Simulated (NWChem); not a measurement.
# P2H4 (diphosphine) at revPBE-D3(0)/def2-SVP (esp resp)

Aim: the solvation energy at fixed shape (SMD, dioxane) of P2H4 (diphosphine) at revPBE-D3(0)/def2-SVP (esp resp), from 2 runs. 

The calculation is run with NWChem 7.3.0.

1 further run of the same task is left out (set aside as unsound or not needed).

## (1) The system as given

P2H4: 6 atoms, total charge 0, spin state singlet. SMILES: `PP`. The coordinates come from a PBE0-D4/def2-TZVP relaxation. This is one conformer, not always the lowest.

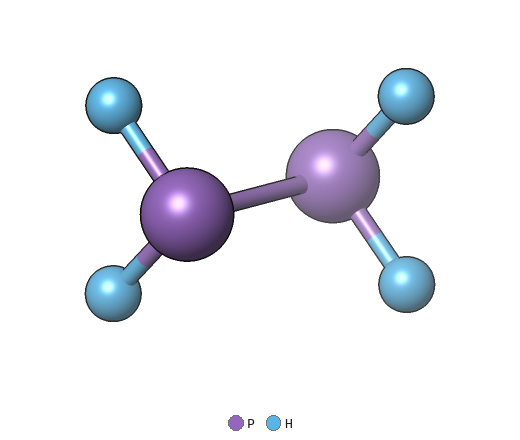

Viewed from a chosen angle; phosphorus purple, hydrogen blue.

## (2) The energy at revPBE-D3(0)/def2-SVP (esp resp)

job.nw reads:

```
start job
memory total 2200 mb

geometry
  zmatrix
    P
    P 1 2.227162
    H 1 1.422006 2 93.57565
    H 1 1.422008 3 91.9723 2 -93.7511
    H 2 1.421958 1 93.61866 3 179.63744
    H 2 1.421962 5 91.97716 1 93.70862
  end
end

basis "ao basis" spherical bse
  * library def2-SVP
end

dft
  xc revpbe cpbe96
  disp vdw 3
  grid medium
  convergence energy 1e-05
  mulliken
  print low
end

esp
  restrain
  recalculate
end

task dft energy
task esp
```

On the command line:

```bash
$ nwchem job.nw > job.out
```

Log:

```text
[...]
 Group name             C2
[...]
 d= 0,ls=0.0,diis     1   -684.7302837051 -7.73D+02  8.97D-03  2.01D-01     0.6
[...]
 d= 0,ls=0.0,diis     7   -684.7528900679 -3.24D-08  7.57D-07  1.22D-09     2.8
         Total DFT energy =     -684.752890067891
      One electron energy =    -1122.475677396348
           Coulomb energy =      396.903400465866
    Exchange-Corr. energy =      -47.797543904662
 Nuclear repulsion energy =       88.619063914034
    Dispersion correction =       -0.002133146783
[...]
      Total Density - Mulliken Population Analysis
     ---------------------------------------------
    Atom       Charge   Shell Charges
 -----------   ------   -------------------------------------------------------
    1 P   15    15.02   2.00  1.98  1.24  0.55  5.92  1.49  1.74  0.10
    2 P   15    15.02   2.00  1.98  1.24  0.55  5.92  1.49  1.74  0.10
    3 H    1     0.99   0.73  0.24  0.02
    4 H    1     0.99   0.73  0.24  0.02
    5 H    1     0.99   0.73  0.24  0.02
    6 H    1     0.99   0.73  0.24  0.02
[...]
 Dipole moment                                  0.013834    0.013789    0.013789
 Quadrupole moment Qxx                         -1.863818   -1.849880   -1.849880
                   Qyy                          0.396911    0.393939    0.393939
                   Qzz                          1.466908    1.455941    1.455941
[...]
```

Run time: 4.2 s. Hardware: 1 thread of Intel Xeon Platinum 8175M at 2.50GHz (Skylake/Cascade Lake), shared host; peak memory 0.11 GiB.

## (3) A single-point energy at revPBE-D3(0)/def2-SVP (SMD dioxane, esp resp)

geom.nw reads:

```
echo
start geom
memory total 2200 mb

geometry
  zmatrix
    P
    P 1 2.227162
    H 1 1.422006 2 93.57565
    H 1 1.422008 3 91.9723 2 -93.7511
    H 2 1.421958 1 93.61866 3 179.63744
    H 2 1.421962 5 91.97716 1 93.70862
  end
end

basis "ao basis" spherical bse
  * library def2-SVP
end

cosmo
  do_cosmo_smd true
  solvent dioxane
end

dft
  xc revpbe cpbe96
  mult 1
  disp vdw 3
  grid medium
  convergence energy 1e-05
  mulliken
end

esp
  restrain
  recalculate
end

task dft energy
task esp
```

On the command line:

```bash
$ nwchem geom.nw > geom.out
```

Log:

```text
[...]
 Group name             C2
[...]
          Wavefunction type:  closed shell.
          No. of atoms     :     6
          No. of electrons :    34
[...]
          Charge           :     0
          Spin multiplicity:     1
[...]
          AO basis - number of functions:    56
[...]
              XC Information
              --------------
                        RevPBE Exchange Functional  1.000
            Perdew 1991 LDA Correlation Functional  1.000 local
           PerdewBurkeErnz. Correlation Functional  1.000 non-local
[...]
 d= 0,ls=0.0,diis     1   -684.7302837051 -7.73D+02  8.97D-03  2.01D-01     0.7
[...]
 d= 0,ls=0.0,diis     5   -684.7519412873 -1.99D-07  4.02D-06  3.34D-08     6.0
         Total DFT energy =     -684.751941287303
      One electron energy =    -1122.444342036777
           Coulomb energy =      396.911587500680
    Exchange-Corr. energy =      -47.795794662221
 Nuclear repulsion energy =       88.619063914034
    Dispersion correction =       -0.002133146783
[...]
      Total Density - Mulliken Population Analysis
     ---------------------------------------------
    Atom       Charge   Shell Charges
 -----------   ------   -------------------------------------------------------
    1 P   15    15.04   2.00  1.98  1.24  0.55  5.92  1.49  1.77  0.10
    2 P   15    15.04   2.00  1.98  1.24  0.55  5.92  1.49  1.77  0.10
    3 H    1     0.98   0.73  0.23  0.02
    4 H    1     0.98   0.73  0.23  0.02
    5 H    1     0.98   0.73  0.23  0.02
    6 H    1     0.98   0.73  0.23  0.02
[...]
 Dipole moment                                  0.014361    0.014314    0.014314
 Quadrupole moment Qxx                         -2.086698   -2.072321   -2.072321
                   Qyy                          0.444463    0.441397    0.441397
                   Qzz                          1.642235    1.630923    1.630923
[...]
```

It took 7.5 s on 1 thread of Intel Xeon Platinum 8175M at 2.50GHz (Skylake/Cascade Lake), shared host; peak memory 0.12 GiB.

## (4) Summary of results

Level: revPBE-D3(0)/def2-SVP (esp resp).

| quantity | value |
| --- | --- |
| gas phase: total energy | -684.75289 Eh |
| gas phase: dispersion energy | -5.60 kJ/mol |
| SMD, dioxane: total energy | -684.75194 Eh |
| SMD, dioxane: dipole moment | 0.01 D |
| SMD, dioxane: HOMO energy | -5.76 eV |
| SMD, dioxane: LUMO energy | -0.62 eV |
| SMD, dioxane: HOMO–LUMO gap | 5.13 eV |
| SMD, dioxane: dispersion energy | -5.60 kJ/mol |
| SMD, dioxane: solvent term in the energy | 2.5 kJ/mol |
| energy change from gas to solvent at fixed shape | 0.026 eV |

What this shows: The solvent model (SMD, dioxane) raises the energy by 0.03 eV (0.6 kcal/mol) at the same shape.
